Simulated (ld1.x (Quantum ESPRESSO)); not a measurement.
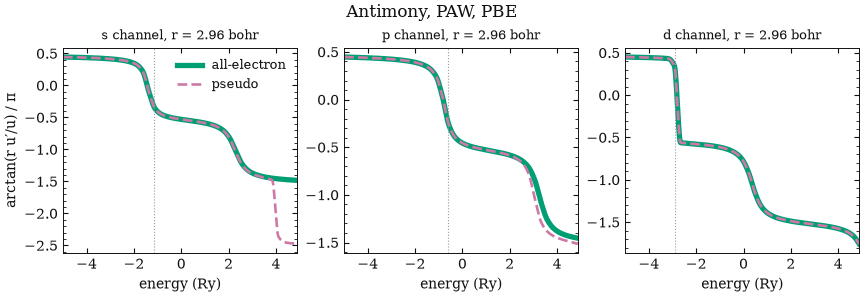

Unwrapped phase arctan(r u′/u) in units of π against energy, all-electron (solid) and pseudo (dashed); the pseudo phase is matched to the all-electron one at the reference energy. Here u = r R(r). A near-vertical step is a level narrower than the spacing of the points behind the curves. The dotted line marks the reference energy of the channel.

| Item | Value |
| --- | --- |
| Element | antimony |
| Generator | ld1.x (Quantum ESPRESSO) 7.5 |
| Type | PAW |
| Functional | PBE |
| Relativity | non-relativistic |
| Frozen core | [Kr] |
| Valence charge | 15 |
| Reference configuration | 4d10 5s2 5p2.5 (charge +0.5) |
| Partial waves | 5s (bound): rcutus 2.20 bohr; 5s channel at 0.25 Ry: rcutus 2.20 bohr; 5p (bound): rcutus 2.70 bohr; 5p channel at -0.3 Ry: rcutus 2.70 bohr; 4d (bound): rcutus 1.75 bohr; 4d channel at -1.55 Ry: rcutus 1.75 bohr |
| Local potential | all-electron potential smoothed inside 2.10 bohr (lloc = -1) |
| Core correction | a·sin(br)/r model core inside 1.45 bohr |
| Augmentation charge | BESSEL, radius 1.25 bohr |

Q: What does the plot say about ghosts?

A: Going away from the reference energies, the phases part by more than π/2 in: s at about 4.0 Ry (above its reference energy, pseudo phase lower). Such a step is either a state that only one of the two atoms has or an ordinary level shifted in energy. The separate test gives: no ghost state below the valence levels in the s, p, d, f channels.

Q: How far from the reference energy is each channel transferable, at a tolerance of 0.05 rad?

A: s: up to about 3.6 Ry; p: up to about 2.5 Ry; d: over the whole range drawn.
